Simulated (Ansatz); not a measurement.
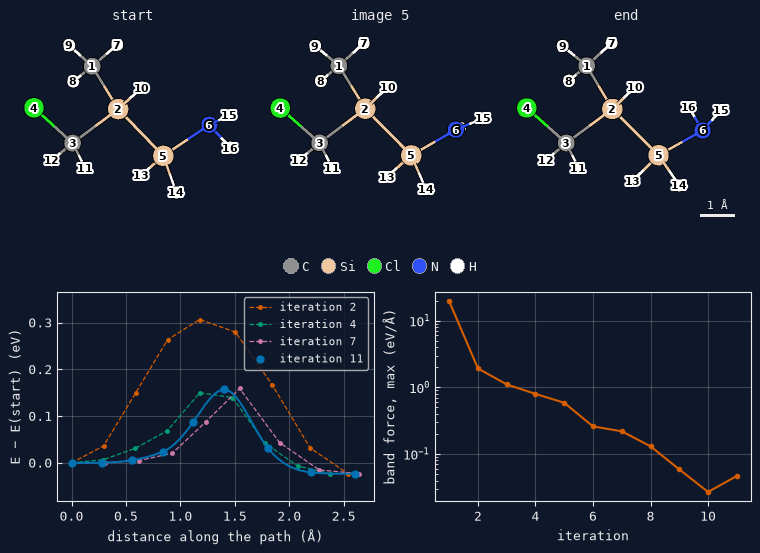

NEB run on C2H10ClNSi2. Images are numbered from 0 (start) to 8 (end). The plot follows the band through its iterations. A ball-and-stick model, seen at a tilt.

Level of theory: Ansatz, RKS r2SCAN-D4/STO-3G. Set-up: 7 movable images; climbing image; force threshold 0.05 eV/Å; iteration limit 27; starting path through a guess of the saddle point.

**Did the band converge, and can the barrier be trusted?**

The result is final at these settings. The band converged in 11 iterations. The largest component of the band force went from 20 to 0.047 eV/Å. The climbing image converged on the top of the path. Its vibrational analysis gives one imaginary mode (422i cm⁻¹), as a transition state must have. The first iteration put the highest image at 2.523 eV. Forward barrier 0.157 eV, backward barrier 0.180 eV, with image 5 at the top; the reaction energy is −0.023 eV.

Limits of the set-up: STO-3G is a minimal basis, so the numbers are rough.

Cost: 8 min on 1 thread of Intel(R) Xeon(R) Processor @ 2.70GHz (shared host), peak memory 0.16 GiB.
